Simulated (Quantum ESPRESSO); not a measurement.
# CaCu2O3: parallel and opposed starts

Wanted: the moments of CaCu2O3 and the energy of each order that was tried.

Program: Quantum ESPRESSO 7.5. Level of theory: PBEsol; plane waves with GBRV 1.5 PBEsol potentials, no spin-orbit coupling. Results are calculated unless marked as measured.

## 1. The starting structure

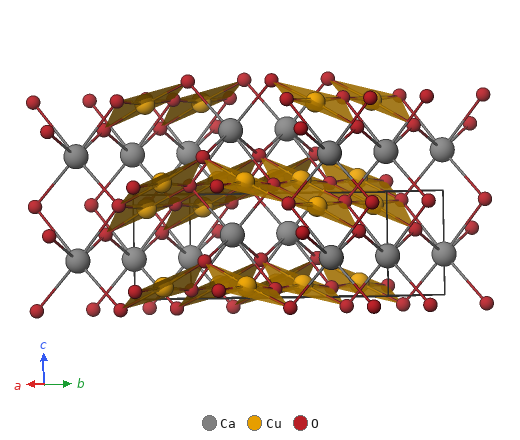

The cell as given, slightly off an axis (calcium grey, copper orange, oxygen red). 2×1×2 cells are drawn. Some periodic images of atoms are drawn too.

The cell comes from Materials Project 2023-11-01, a database of computed structures, and need not be the stable phase.

## 2. Run 1, typed as ferro ++++

The signs are those of the starting moments on the seeded atoms, the atoms that are given a moment.

File pw.in:

```
&CONTROL
  calculation = 'scf'
  prefix = 'pwscf'
  outdir = './tmp'
  pseudo_dir = './pseudo'
  disk_io = 'nowf'
/
&SYSTEM
  ibrav = 0
  nat = 12
  ntyp = 3
  ecutwfc = 40
  ecutrho = 280
  nbnd = 85
  occupations = 'smearing'
  smearing = 'fd'
  degauss = 0.00367493
  nspin = 2
  starting_magnetization(1) = 0
  starting_magnetization(2) = 0.0526
  starting_magnetization(3) = 0
/
&ELECTRONS
  conv_thr = 2.4d-08
  electron_maxstep = 150
  mixing_beta = 0.3
/
ATOMIC_SPECIES
Ca     40.0780 ca_pbesol_v1.uspp.F.UPF
Cu     63.5460 cu_pbesol_v1.2.uspp.F.UPF
O      15.9990 o_pbesol_v1.2.uspp.F.UPF
CELL_PARAMETERS angstrom
   4.1362830000    0.0000000000    0.0000000000
   0.0000000000   10.0890550000    0.0000000000
   0.0000000000    0.0000000000    3.6512700000
ATOMIC_POSITIONS crystal
Ca      0.0000000000    0.0000000000    0.3877780000
Ca      0.5000000000    0.5000000000    0.6122220000
Cu      0.0000000000    0.6637030000    0.1252790000
Cu      0.0000000000    0.3362970000    0.1252790000
Cu      0.5000000000    0.8362970000    0.8747210000
Cu      0.5000000000    0.1637030000    0.8747210000
O       0.5000000000    0.0000000000    0.6327730000
O       0.0000000000    0.5000000000    0.3672270000
O       0.0000000000    0.1651180000    0.9115780000
O       0.5000000000    0.6651180000    0.0884220000
O       0.5000000000    0.3348820000    0.0884220000
O       0.0000000000    0.8348820000    0.9115780000
K_POINTS automatic
6 2 6 0 0 0
```

Started as:

```
> OMP_NUM_THREADS=1 mpirun -n 4 pw.x -nk 4 -in pw.in > pw.out
```

The program printed:

```text
Program PWSCF v.7.5 starts

     Message from routine setup:
     using ibrav=0 with symmetry is DISCOURAGED, use correct ibrav instead

     K-points division:     npool     =       4
     Subspace diagonalization in iterative solution of the eigenvalue problem:

     G-vector sticks info
     --------------------
     sticks:   dense  smooth     PW     G-vecs:    dense   smooth      PW
     Sum        3313    1899    575                81341    35101    5869

     Using Slab Decomposition

     bravais-lattice index     =            0
     lattice parameter (alat)  =       7.8164  a.u.
     unit-cell volume          =    1028.2561 (a.u.)^3
     number of atoms/cell      =           12
     number of atomic types    =            3
     number of electrons       =       132.00
     number of Kohn-Sham states=           85
     kinetic-energy cutoff     =      40.0000  Ry
     charge density cutoff     =     280.0000  Ry
     scf convergence threshold =      2.4E-08
     mixing beta               =       0.3000
     number of iterations used =            8  plain     mixing
     Exchange-correlation= SLA  PW   PSX  PSC
                           (   1   4  10   8   0   0   0)

     celldm(1)=   7.816442  celldm(2)=   0.000000  celldm(3)=   0.000000
     celldm(4)=   0.000000  celldm(5)=   0.000000  celldm(6)=   0.000000

     crystal axes: (cart. coord. in units of alat)
               a(1) = (   1.000000   0.000000   0.000000 )
               a(2) = (   0.000000   2.439160   0.000000 )
               a(3) = (   0.000000   0.000000   0.882742 )

     reciprocal axes: (cart. coord. in units 2 pi/alat)
               b(1) = (  1.000000  0.000000  0.000000 )
               b(2) = (  0.000000  0.409977  0.000000 )
               b(3) = (  0.000000  0.000000  1.132834 )

     PseudoPot. # 1 for Ca read from file:
     ca_pbesol_v1.uspp.F.UPF
     Pseudo is Ultrasoft + core correction, Zval = 10.0
     Generated by new atomic code, or converted to UPF format
     Using radial grid of  845 points,  6 beta functions with:
                l(1) =   0
                l(2) =   0
                l(3) =   1
                l(4) =   1
                l(5) =   2
                l(6) =   2
     Q(r) pseudized with  8 coefficients,  rinner =    1.500   1.500   1.500
                                                       1.500   1.500

     PseudoPot. # 2 for Cu read from file:
     cu_pbesol_v1.2.uspp.F.UPF
     Pseudo is Ultrasoft + core correction, Zval = 19.0
     Generated by new atomic code, or converted to UPF format
     Using radial grid of  867 points,  6 beta functions with:
                l(1) =   0
                l(2) =   0
                l(3) =   1
                l(4) =   1
                l(5) =   2
                l(6) =   2
     Q(r) pseudized with  8 coefficients,  rinner =    1.150   1.150   1.150
                                                       1.150   1.150

     PseudoPot. # 3 for O  read from file:
     o_pbesol_v1.2.uspp.F.UPF
     Pseudo is Ultrasoft + core correction, Zval =  6.0
     Generated by new atomic code, or converted to UPF format
     Using radial grid of  737 points,  5 beta functions with:
                l(1) =   0
                l(2) =   0
                l(3) =   1
                l(4) =   1
                l(5) =   2
     Q(r) pseudized with  8 coefficients,  rinner =    0.900   0.900   0.900
                                                       0.900   0.900

     atomic species   valence    mass     pseudopotential
     Ca               10.00    40.07800     Ca( 1.00)
     Cu               19.00    63.54600     Cu( 1.00)
     O                 6.00    15.99900     O ( 1.00)

     Starting magnetic structure
     atomic species   magnetization
     Ca              0.000
     Cu              0.053
     O               0.000

      8 Sym. Ops., with inversion, found ( 4 have fractional translation)

   Cartesian axes

     site n.     atom                  positions (alat units)
         1        Ca     tau(   1) = (   0.0000000   0.0000000   0.3423079  )
         2        Ca     tau(   2) = (   0.5000000   1.2195799   0.5404340  )
         3        Cu     tau(   3) = (   0.0000000   1.6188776   0.1105890  )
         4        Cu     tau(   4) = (   0.0000000   0.8202821   0.1105890  )
         5        Cu     tau(   5) = (   0.5000000   2.0398620   0.7721528  )
         6        Cu     tau(   6) = (   0.5000000   0.3992978   0.7721528  )
         7        O      tau(   7) = (   0.5000000   0.0000000   0.5585752  )
         8        O      tau(   8) = (   0.0000000   1.2195799   0.3241666  )
         9        O      tau(   9) = (   0.0000000   0.4027492   0.8046880  )
        10        O      tau(  10) = (   0.5000000   1.6223291   0.0780538  )
        11        O      tau(  11) = (   0.5000000   0.8168307   0.0780538  )
        12        O      tau(  12) = (   0.0000000   2.0364106   0.8046880  )

     number of k points=    32  Fermi-Dirac smearing, width (Ry)=  0.0037
                       cart. coord. in units 2pi/alat
        k(    1) = (   0.0000000   0.0000000   0.0000000), wk =   0.0138889
        k(    2) = (   0.0000000   0.0000000   0.1888057), wk =   0.0277778
        k(    3) = (   0.0000000   0.0000000   0.3776114), wk =   0.0277778
        k(    4) = (   0.0000000   0.0000000  -0.5664170), wk =   0.0138889
        k(    5) = (   0.0000000  -0.2049886   0.0000000), wk =   0.0138889
        [... 27 further k-points ...]

     Dense  grid:    81341 G-vectors     FFT dimensions: (  48, 108,  40)

     Smooth grid:    35101 G-vectors     FFT dimensions: (  32,  80,  27)

     Check: negative core charge=   -0.000003
     Generating pointlists ...
     new r_m :   0.2247 (alat units)  1.7565 (a.u.) for type    1
     new r_m :   0.1868 (alat units)  1.4600 (a.u.) for type    2
     new r_m :   0.1868 (alat units)  1.4600 (a.u.) for type    3

     Initial potential from superposition of free atoms

     starting charge     127.9896, renormalised to     132.0000
     Starting wfcs are   96 randomized atomic wfcs

     Self-consistent Calculation

     iteration #  1     ecut=    40.00 Ry     beta= 0.30
     Davidson diagonalization with overlap
     ethr =  1.00E-02,  avg # of iterations =  2.3

     total energy              =   -1956.59610089 Ry
     estimated scf accuracy    <       3.27462151 Ry

     total magnetization       =     1.76 Bohr mag/cell
     absolute magnetization    =     2.10 Bohr mag/cell

     iteration #  2     ecut=    40.00 Ry     beta= 0.30
     Davidson diagonalization with overlap
     ethr =  2.48E-03,  avg # of iterations =  2.1

     total energy              =   -1957.31435468 Ry
     estimated scf accuracy    <       1.14254842 Ry

     total magnetization       =     0.60 Bohr mag/cell
     absolute magnetization    =     0.82 Bohr mag/cell

     iteration #  3     ecut=    40.00 Ry     beta= 0.30
     Davidson diagonalization with overlap
     ethr =  8.66E-04,  avg # of iterations =  1.0

     total energy              =   -1957.42446956 Ry
     estimated scf accuracy    <       0.13585128 Ry

     total magnetization       =     0.59 Bohr mag/cell
     absolute magnetization    =     0.83 Bohr mag/cell

     [... further iterations left out ...]

     iteration # 10     ecut=    40.00 Ry     beta= 0.30
     Davidson diagonalization with overlap
     ethr =  1.19E-08,  avg # of iterations =  2.7

     total energy              =   -1957.44969128 Ry
     estimated scf accuracy    <       0.00000473 Ry

     total magnetization       =    -0.00 Bohr mag/cell
     absolute magnetization    =     0.00 Bohr mag/cell

     iteration # 11     ecut=    40.00 Ry     beta= 0.30
     Davidson diagonalization with overlap
     ethr =  3.58E-09,  avg # of iterations =  1.8

     total energy              =   -1957.44969184 Ry
     estimated scf accuracy    <       0.00000076 Ry

     total magnetization       =    -0.00 Bohr mag/cell
     absolute magnetization    =     0.00 Bohr mag/cell

     iteration # 12     ecut=    40.00 Ry     beta= 0.30
     Davidson diagonalization with overlap
     ethr =  5.79E-10,  avg # of iterations =  2.1

     total energy              =   -1957.44969224 Ry
     estimated scf accuracy    <       0.00000012 Ry

     total magnetization       =     0.00 Bohr mag/cell
     absolute magnetization    =     0.00 Bohr mag/cell

     iteration # 13     ecut=    40.00 Ry     beta= 0.30
     Davidson diagonalization with overlap
     ethr =  9.26E-11,  avg # of iterations =  2.6

     Magnetic moment per site  (integrated on atomic sphere of radius R)
     atom   1 (R=0.225)  charge=  7.4554  magn= -0.0000
     atom   2 (R=0.225)  charge=  7.4554  magn= -0.0000
     atom   3 (R=0.187)  charge= 16.2213  magn=  0.0000
     atom   4 (R=0.187)  charge= 16.2213  magn=  0.0000
     atom   5 (R=0.187)  charge= 16.2213  magn=  0.0000
     atom   6 (R=0.187)  charge= 16.2213  magn=  0.0000
     atom   7 (R=0.187)  charge=  5.1602  magn=  0.0000
     atom   8 (R=0.187)  charge=  5.1602  magn=  0.0000
     atom   9 (R=0.187)  charge=  5.0868  magn=  0.0001
     atom  10 (R=0.187)  charge=  5.0868  magn=  0.0001
     atom  11 (R=0.187)  charge=  5.0868  magn=  0.0001
     atom  12 (R=0.187)  charge=  5.0868  magn=  0.0001

     End of self-consistent calculation

     [... lines left out ...]
     the Fermi energy is     8.9810 ev

!    total energy              =   -1957.44969241 Ry
     estimated scf accuracy    <       0.00000001 Ry
     smearing contrib. (-TS)   =      -0.00063942 Ry
     internal energy E=F+TS    =   -1957.44905298 Ry

     The total energy is F=E-TS. E is the sum of the following terms:
     one-electron contribution =   -1537.88151664 Ry
     hartree contribution      =     828.20857483 Ry
     xc contribution           =    -220.04414274 Ry
     ewald contribution        =   -1027.73196843 Ry

     total magnetization       =    -0.00 Bohr mag/cell
     absolute magnetization    =     0.00 Bohr mag/cell

     convergence has been achieved in  13 iterations

=------------------------------------------------------------------------------=
   JOB DONE.
=------------------------------------------------------------------------------=
```

The job ended after 4.6 min (4 MPI ranks of AMD EPYC 7571, shared host; peak memory 1.2 GiB; 18 min of CPU time).

Spin moment in the atom's sphere by atom:

| atom | spin moment in the atom's sphere (μB) |
| --- | --- |
| Ca1 | 0.0000 |
| Ca2 | 0.0000 |
| Cu3 | 0.0000 |
| Cu4 | 0.0000 |
| Cu5 | 0.0000 |
| Cu6 | 0.0000 |
| O7 | 0.0000 |
| O8 | 0.0000 |
| O9 | 0.0001 |
| O10 | 0.0001 |
| O11 | 0.0001 |
| O12 | 0.0001 |

Numbers from this step:

```yaml
smearing_term_ts: 0.008700 eV
magnetization: 0 μB
absolute_magnetization: 0 μB
final_state: non-magnetic
```

(Part 1 of 2 ends here.)

[Logs and program files are shortened in this print: banners, set-up blocks, solver, clock and traceback lines can be left out without a mark of their own.]

[Logs are printed without paths, hosts, clocks, repeated set-up lines and the standing remarks that a program may print on its own settings, such as how far it seeks lower states.]

[Hosts, paths, dates, database ids (printed as entryN), source tags and the programs' standing remarks are cut or masked in the printed files.]

[Where a cell is said to come from a database of computed structures, the database is the Materials Project.]
